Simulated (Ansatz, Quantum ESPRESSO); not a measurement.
## Si3Mo (Pm-3m): zone-centre phonons

Wanted: the vibrations of Si3Mo (Pm-3m) at Γ, by two programs.

Method: DFT PBE, scalar-relativistic, plane waves, SPMS norm-conserving pseudopotentials, in Quantum ESPRESSO 7.5.

The structure was built from a prototype and need not be the compound's stable phase.

### 1. The starting structure

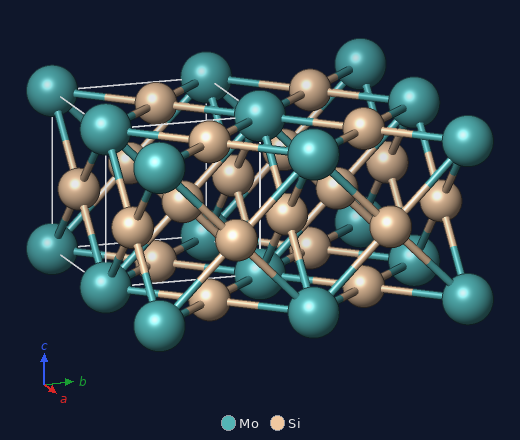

Start, viewed slightly off an axis; molybdenum teal, silicon light orange. 2×2×1 cells are drawn. Some periodic images of atoms are drawn too.

### 2. A first look

Before anything dear is run, a loose run with smearing shows whether this is a metal and how far the cell is from rest.

Input file probe.in:

```
 &control
    calculation='scf',
    prefix='x',
    outdir='./tmp',
    pseudo_dir='./pseudo',
    tprnfor=.true.,
    tstress=.true.,
    verbosity='high',
 /
 &system
    ibrav=0,
    nat=4,
    ntyp=2,
    ecutwfc=60.0,
    occupations='smearing',
    smearing='gaussian',
    degauss=0.01,
 /
 &electrons
    conv_thr=1.0d-07,
    mixing_beta=0.7,
    electron_maxstep=100,
 /
ATOMIC_SPECIES
 Mo     95.9500  Mo.upf
 Si     28.0850  Si.upf
CELL_PARAMETERS angstrom
     3.874788060    0.000000000    0.000000000
     0.000000000    3.874788060    0.000000000
     0.000000000    0.000000000    3.874788060
ATOMIC_POSITIONS crystal
 Mo     0.000000000   0.000000000   0.000000000
 Si     0.000000000   0.500000000   0.500000000
 Si     0.500000000   0.000000000   0.500000000
 Si     0.500000000   0.500000000   0.000000000
K_POINTS automatic
 6 6 6 0 0 0
```

The run is started by

```console
$ OMP_NUM_THREADS=1 mpirun -n 4 pw.x -nk 4 -in probe.in > probe.out
```

Log:

```text
[banners, grids, parts of the stress and lines that vanish by symmetry left out]
Program PWSCF v.7.5
     Message from routine setup:
     using ibrav=0 with symmetry is DISCOURAGED, use correct ibrav instead
[...]
kinetic-energy cutoff     =      60.0000  Ry
     charge density cutoff     =     240.0000  Ry
     scf convergence threshold =      1.0E-07
[...]
Exchange-correlation= PBE
                           (   1   4   3   4   0   0   0)
[...]
48 Sym. Ops., with inversion, found
[...]
(     0          1          0      )
                  (     0          0          1      )
[...]
(  0.0000000  1.0000000  0.0000000 )
                  (  0.0000000  0.0000000  1.0000000 )
[...]
(     0         -1          0      )
                  (     0          0          1      )
[...]
(     1          0          0      )
[...]
( -1.0000000  0.0000000  0.0000000 )
                  (  0.0000000  1.0000000  0.0000000 )
[...]
number of k points=    20  Gaussian smearing, width (Ry)=  0.0100
[...]
End of self-consistent calculation
[...]
the Fermi energy is    13.9040 ev
!    total energy              =    -165.36398684 Ry
[...]
convergence has been achieved in   8 iterations
[...]
atom    1 type  1   force =     0.00000000    0.00000000    0.00000000
     atom    2 type  2   force =     0.00000000    0.00000000    0.00000000
     atom    3 type  2   force =     0.00000000    0.00000000    0.00000000
     atom    4 type  2   force =     0.00000000    0.00000000    0.00000000
[...]
Total force =     0.000000     Total SCF correction =     0.000000
[...]
total   stress  (Ry/bohr**3)                   (kbar)     P=      -60.23
[...]
XML data file, charge density, pseudopotentials, collected wavefunctions

   JOB DONE.
```

Wall time 5.3 s (4 MPI ranks of Arm Neoverse V1, shared host).

Read from the output:

```yaml
volume_per_atom: 14.54 Å³
pressure: -6.023 GPa
gap_on_the_k_mesh: 0 eV
```

No gap opens on this mesh, so smearing is kept; the start stands at -6.0 GPa.

### 3. Relaxing the cell and atoms

The harmonic expansion starts where the forces on the atoms vanish, and stress shifts the frequencies, so cell and atoms are relaxed with tight thresholds.

Input file relax.in:

```
 &control
    calculation='vc-relax',
    prefix='x',
    outdir='./tmp',
    pseudo_dir='./pseudo',
    tprnfor=.true.,
    tstress=.true.,
    forc_conv_thr=2.0d-05,
    etot_conv_thr=1.0d-07,
    nstep=40,
 /
 &system
    ibrav=0,
    nat=4,
    ntyp=2,
    ecutwfc=60.0,
    occupations='smearing',
    smearing='mv',
    degauss=0.02,
 /
 &electrons
    conv_thr=1.0d-11,
    mixing_beta=0.7,
    electron_maxstep=100,
 /
 &ions
 /
 &cell
    press_conv_thr=0.2,
 /
ATOMIC_SPECIES
 Mo     95.9500  Mo.upf
 Si     28.0850  Si.upf
CELL_PARAMETERS angstrom
     3.874788060    0.000000000    0.000000000
     0.000000000    3.874788060    0.000000000
     0.000000000    0.000000000    3.874788060
ATOMIC_POSITIONS crystal
 Mo     0.000000000   0.000000000   0.000000000
 Si     0.000000000   0.500000000   0.500000000
 Si     0.500000000   0.000000000   0.500000000
 Si     0.500000000   0.500000000   0.000000000
K_POINTS automatic
 8 8 8 0 0 0
```

The run is started by

```console
$ OMP_NUM_THREADS=1 mpirun -n 4 pw.x -nk 4 -in relax.in > relax.out
```

Log:

```text
[banners, grids, parts of the stress and lines that vanish by symmetry left out]
[banner, memory and clock lines left out]
Program PWSCF v.7.5

[...]
kinetic-energy cutoff     =      60.0000  Ry
     charge density cutoff     =     240.0000  Ry
     scf convergence threshold =      1.0E-11
[...]
energy convergence thresh.=      1.0E-07
     force convergence thresh. =      2.0E-05
     press convergence thresh. =      2.0E-01
     Exchange-correlation= PBE
                           (   1   4   3   4   0   0   0)
[...]
48 Sym. Ops., with inversion, found
[...]
number of k points=    35  Marzari-Vanderbilt smearing, width (Ry)=  0.0200
[...]
End of self-consistent calculation
[...]
the Fermi energy is    13.9368 ev
!    total energy              =    -165.36219436 Ry
[...]
convergence has been achieved in  11 iterations
[...]
atom    1 type  1   force =     0.00000000    0.00000000    0.00000000
     atom    2 type  2   force =     0.00000000    0.00000000    0.00000000
     atom    3 type  2   force =     0.00000000    0.00000000    0.00000000
     atom    4 type  2   force =     0.00000000    0.00000000    0.00000000
     Total force =     0.000000     Total SCF correction =     0.000000
[...]
total   stress  (Ry/bohr**3)                   (kbar)     P=      -59.84
[...]
number of bfgs steps    =   0
[...]
CELL_PARAMETERS (angstrom)
[...]
ATOMIC_POSITIONS (crystal)
Mo               0.0000000000        0.0000000000        0.0000000000
Si               0.0000000000        0.5000000000        0.5000000000
Si               0.5000000000        0.0000000000        0.5000000000
Si               0.5000000000        0.5000000000        0.0000000000
[...]
New effective cutoffs (rho, wfc):  244.25   61.23
[...]
End of self-consistent calculation
[...]
the Fermi energy is    14.4766 ev
!    total energy              =    -165.36547891 Ry
[...]
convergence has been achieved in   8 iterations
[...]
atom    1 type  1   force =     0.00000000    0.00000000    0.00000000
     atom    2 type  2   force =     0.00000000    0.00000000    0.00000000
     atom    3 type  2   force =     0.00000000    0.00000000    0.00000000
     atom    4 type  2   force =     0.00000000    0.00000000    0.00000000
     Total force =     0.000000     Total SCF correction =     0.000000
[...]
total   stress  (Ry/bohr**3)                   (kbar)     P=      -20.48
[...]
number of bfgs steps    =   1
[...]
CELL_PARAMETERS (angstrom)
[...]
ATOMIC_POSITIONS (crystal)
[...]
New effective cutoffs (rho, wfc):  246.80   61.87
[...]
End of self-consistent calculation
[...]
the Fermi energy is    14.7573 ev
!    total energy              =    -165.36585760 Ry
[...]
convergence has been achieved in  11 iterations
[...]
atom    1 type  1   force =     0.00000000    0.00000000    0.00000000
     atom    2 type  2   force =     0.00000000    0.00000000    0.00000000
     atom    3 type  2   force =     0.00000000    0.00000000    0.00000000
     atom    4 type  2   force =     0.00000000    0.00000000    0.00000000
     Total force =     0.000000     Total SCF correction =     0.000000
[...]
total   stress  (Ry/bohr**3)                   (kbar)     P=        1.90
[...]
number of bfgs steps    =   2
[...]
CELL_PARAMETERS (angstrom)
[...]
ATOMIC_POSITIONS (crystal)
[...]
New effective cutoffs (rho, wfc):  246.58   61.81
[...]
End of self-consistent calculation
[...]
the Fermi energy is    14.7335 ev
!    total energy              =    -165.36586068 Ry
[...]
convergence has been achieved in   8 iterations
[...]
atom    1 type  1   force =     0.00000000    0.00000000    0.00000000
     atom    2 type  2   force =     0.00000000    0.00000000    0.00000000
     atom    3 type  2   force =     0.00000000    0.00000000    0.00000000
     atom    4 type  2   force =     0.00000000    0.00000000    0.00000000
     Total force =     0.000000     Total SCF correction =     0.000000
[...]
total   stress  (Ry/bohr**3)                   (kbar)     P=       -0.05
[...]
number of bfgs steps    =   3
[...]
small trust_radius: resetting bfgs history
[...]
CELL_PARAMETERS (angstrom)
[...]
ATOMIC_POSITIONS (crystal)
[...]
New effective cutoffs (rho, wfc):  246.59   61.81
[...]
End of self-consistent calculation
[...]
the Fermi energy is    14.7340 ev
!    total energy              =    -165.36586068 Ry
[...]
convergence has been achieved in   5 iterations
[...]
atom    1 type  1   force =     0.00000000    0.00000000    0.00000000
     atom    2 type  2   force =     0.00000000    0.00000000    0.00000000
     atom    3 type  2   force =     0.00000000    0.00000000    0.00000000
     atom    4 type  2   force =     0.00000000    0.00000000    0.00000000
     Total force =     0.000000     Total SCF correction =     0.000000
[...]
total   stress  (Ry/bohr**3)                   (kbar)     P=       -0.01
[...]
bfgs converged in   5 scf cycles and   4 bfgs steps
[...]
End of BFGS Geometry Optimization
     Final enthalpy           =    -165.3658606817 Ry
     File ./tmp/x.bfgs deleted, as requested
[...]
CELL_PARAMETERS (angstrom)
[...]
ATOMIC_POSITIONS (crystal)
[...]
Si               0.5000000000        0.0000000000        0.5000000000
Si               0.5000000000        0.5000000000        0.0000000000
[...]
Final scf calculation at the relaxed structure.
[...]
kinetic-energy cutoff     =      60.0000  Ry
     charge density cutoff     =     240.0000  Ry
     scf convergence threshold =      1.0E-13
[...]
press convergence thresh. =      2.0E-01
     Exchange-correlation= PBE
                           (   1   4   3   4   0   0   0)
[...]
48 Sym. Ops., with inversion, found
[...]
number of k points=    35  Marzari-Vanderbilt smearing, width (Ry)=  0.0200
[...]
c_bands:  2 eigenvalues not converged
     c_bands:  1 eigenvalues not converged
     c_bands:  1 eigenvalues not converged
[...]
End of self-consistent calculation
[...]
the Fermi energy is    14.7340 ev
!    total energy              =    -165.36585685 Ry
[...]
convergence has been achieved in  13 iterations
[...]
atom    1 type  1   force =     0.00000000    0.00000000    0.00000000
     atom    2 type  2   force =     0.00000000    0.00000000    0.00000000
     atom    3 type  2   force =     0.00000000    0.00000000    0.00000000
     atom    4 type  2   force =     0.00000000    0.00000000    0.00000000
     Total force =     0.000000     Total SCF correction =     0.000000
[...]
total   stress  (Ry/bohr**3)                   (kbar)     P=       -0.02
[...]
XML data file, charge density, pseudopotentials, collected wavefunctions
```

The job ended after 52 s (4 MPI ranks).

Relaxation path:

| step | energy less that of the first step (eV) | largest force (eV/Å) | pressure (GPa) | volume (Å³) |
| --- | --- | --- | --- | --- |
| 1 | 0.0000 | 0.0000 | -5.98 | 58.18 |
| 2 | -0.0447 | 0.0000 | -2.05 | 56.42 |
| 3 | -0.0498 | 0.0000 | 0.19 | 55.55 |
| 4 | -0.0499 | 0.0000 | -0.01 | 55.62 |
| 5 | -0.0499 | 0.0000 | 0.00 | 55.62 |
| 6 | -0.0498 | 0.0000 | 0.00 | 55.62 |

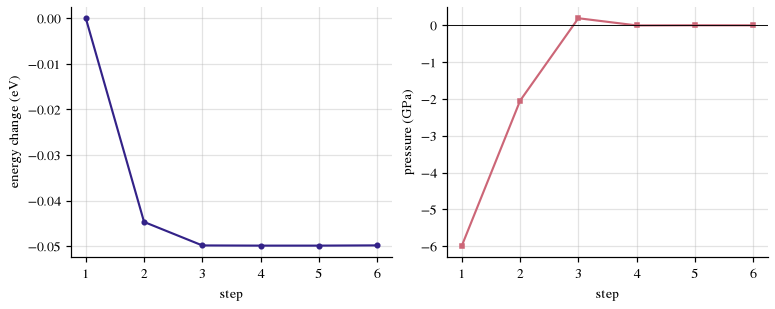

Energy and pressure along the relaxation.

| conventional cell, symmetrised | before | after | change |
| --- | --- | --- | --- |
| a (Å) | 3.875 | 3.817 | -1.5 % |
| b (Å) | 3.875 | 3.817 | -1.5 % |
| c (Å) | 3.875 | 3.817 | -1.5 % |
| volume (Å³/atom) | 14.54 | 13.90 | -4.4 % |

The last row of the table of steps is pw.x's closing run on a basis chosen anew for the final cell, so its energy can jump.

This step gave:

```
volume per atom : 13.90 Å³
pressure        : -0.002 GPa
```

The volume changes by -4.4 % from the cell with which this run began.

### 4. Self-consistent run for the response

Perturbation theory inherits every error of the wavefunctions, so the threshold is set near the limit of the arithmetic. Smearing stays on, as the first look found no gap above 0.3 eV.

Input file scf.in:

```
 &control
    calculation='scf',
    prefix='x',
    outdir='./tmp',
    pseudo_dir='./pseudo',
    tprnfor=.true.,
    tstress=.true.,
 /
 &system
    ibrav=0,
    nat=4,
    ntyp=2,
    ecutwfc=60.0,
    occupations='smearing',
    smearing='mv',
    degauss=0.02,
 /
 &electrons
    conv_thr=1.0d-12,
    mixing_beta=0.7,
    electron_maxstep=100,
 /
ATOMIC_SPECIES
 Mo     95.9500  Mo.upf
 Si     28.0850  Si.upf
CELL_PARAMETERS angstrom
     3.817144273    0.000000000    0.000000000
     0.000000000    3.817144273    0.000000000
     0.000000000    0.000000000    3.817144273
ATOMIC_POSITIONS crystal
 Mo     0.000000000   0.000000000   0.000000000
 Si     0.000000000   0.500000000   0.500000000
 Si     0.500000000   0.000000000   0.500000000
 Si     0.500000000   0.500000000   0.000000000
K_POINTS automatic
 8 8 8 0 0 0
```

The run is started by

```console
$ OMP_NUM_THREADS=1 mpirun -n 4 pw.x -nk 4 -in scf.in > scf.out
```

Log:

```text
[banners, grids, parts of the stress and lines that vanish by symmetry left out]
[banner, memory and clock lines left out]
Program PWSCF v.7.5

[...]
kinetic-energy cutoff     =      60.0000  Ry
     charge density cutoff     =     240.0000  Ry
     scf convergence threshold =      1.0E-12
[...]
Exchange-correlation= PBE
                           (   1   4   3   4   0   0   0)
[...]
48 Sym. Ops., with inversion, found
[...]
number of k points=    35  Marzari-Vanderbilt smearing, width (Ry)=  0.0200
[...]
End of self-consistent calculation
[...]
the Fermi energy is    14.7340 ev
!    total energy              =    -165.36585685 Ry
[...]
convergence has been achieved in  13 iterations
[...]
atom    1 type  1   force =     0.00000000    0.00000000    0.00000000
     atom    2 type  2   force =     0.00000000    0.00000000    0.00000000
     atom    3 type  2   force =     0.00000000    0.00000000    0.00000000
     atom    4 type  2   force =     0.00000000    0.00000000    0.00000000
     Total force =     0.000000     Total SCF correction =     0.000000
[...]
total   stress  (Ry/bohr**3)                   (kbar)     P=       -0.02
[...]
XML data file, charge density, pseudopotentials, collected wavefunctions
```

The job ended after 11 s (4 MPI ranks; 42 s of CPU time).

The cell stands at -0.002 GPa, close enough for phonons.

(Part 1 of 3 ends here.)

[Host names and launcher messages were left out of these logs when they were recorded.]

[Logs are printed without paths, hosts, clocks, repeated set-up lines and the standing remarks that a program may print on its own settings, such as how far it seeks lower states.]

[Hosts, paths, dates, database ids (printed as entryN), source tags and the programs' standing remarks are cut or masked in the printed files.]
